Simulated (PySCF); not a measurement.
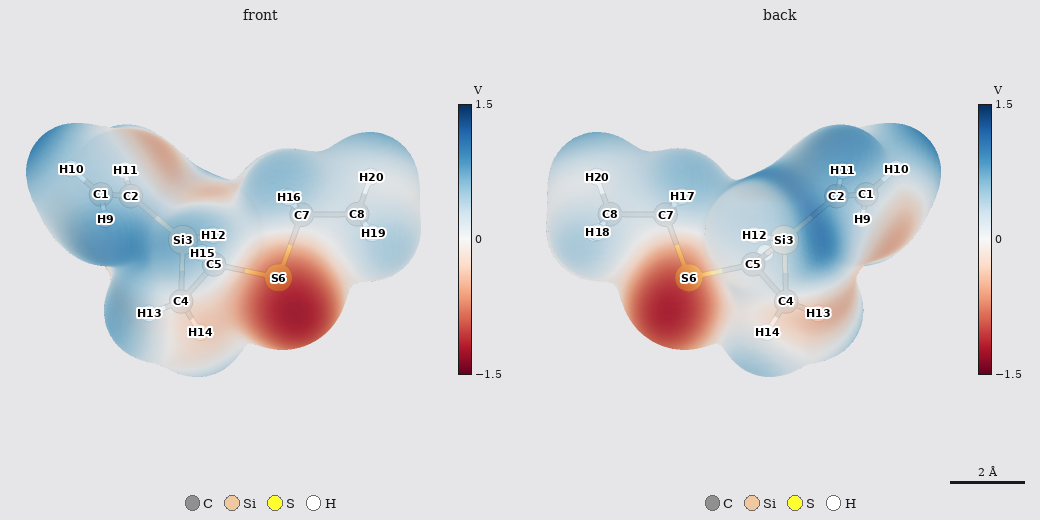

Figure. C6H12SSi. The electrostatic potential painted on the density surface at 0.002 e/bohr³, seen from the front and from behind; the colour scale runs from red (negative) to blue (positive).

Geometry: GFN2-xTB.

Level of theory: PBE0/pcSseg-1, SCF density, gas phase, non-relativistic (PySCF).

```yaml
atoms:
  - { symbol: C, position_ang: [-3.3457, 1.0237, 0.4513] }
  - { symbol: C, position_ang: [-2.7690, 0.5121, -0.6276] }
  - { symbol: Si, position_ang: [-1.3275, -0.6740, -0.6182] }
  - { symbol: C, position_ang: [-1.0578, -1.8058, 0.8648] }
  - { symbol: C, position_ang: [-0.1210, -0.5987, 0.8507] }
  - { symbol: S, position_ang: [1.6210, -0.9546, 0.6138] }
  - { symbol: C, position_ang: [2.0911, 0.5845, -0.2604] }
  - { symbol: C, position_ang: [3.5516, 0.5432, -0.6630] }
  - { symbol: H, position_ang: [-3.0043, 0.7847, 1.4454] }
  - { symbol: H, position_ang: [-4.1823, 1.7025, 0.3918] }
  - { symbol: H, position_ang: [-3.1542, 0.7856, -1.6015] }
  - { symbol: H, position_ang: [-0.7826, -1.0911, -1.8986] }
  - { symbol: H, position_ang: [-1.7626, -1.8427, 1.6844] }
  - { symbol: H, position_ang: [-0.5735, -2.7599, 0.7141] }
  - { symbol: H, position_ang: [-0.2605, 0.1196, 1.6515] }
  - { symbol: H, position_ang: [1.8916, 1.4170, 0.4162] }
  - { symbol: H, position_ang: [1.4362, 0.6668, -1.1306] }
  - { symbol: H, position_ang: [3.7400, -0.3028, -1.3196] }
  - { symbol: H, position_ang: [4.1830, 0.4408, 0.2165] }
  - { symbol: H, position_ang: [3.8215, 1.4598, -1.1839] }
```

Question: Where is the surface potential most negative and most positive?

Answer: The most negative region (about −1.2 V) lies over S6, the most positive (about +1.0 V) over Si3.

Question: What dipole moment does the calculation give?

Answer: Its dipole moment is 2.22 D.
